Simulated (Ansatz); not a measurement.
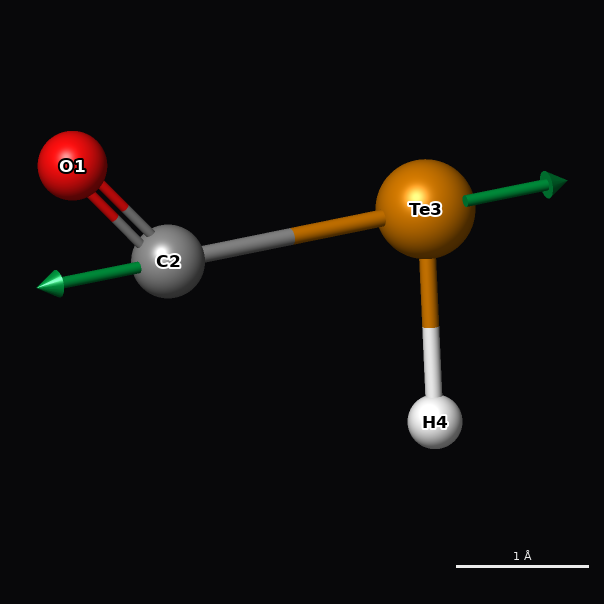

Arrows show the forces on the atoms, 2 Å of arrow for 1 eV/Å; forces under a tenth of the largest aren't drawn. The species is neutral and a spin doublet. Level of theory: PBE0-D4/def2-TZVP (Ansatz 0.2.0).

**Along which bond is the force strongest?**

C2–Te3, now 2.215 Å: the forces push its atoms apart, so a first step downhill lengthens it.

List the force components in the frame of the picture (x right, y up, z towards the viewer), in eV/Å.

| atom | Fx | Fy | Fz |
| --- | --- | --- | --- |
| O1 | 0.00 | 0.00 | 0.00 |
| C2 | −0.39 | −0.08 | 0.19 |
| Te3 | 0.39 | 0.08 | −0.19 |
| H4 | 0.00 | 0.00 | 0.00 |
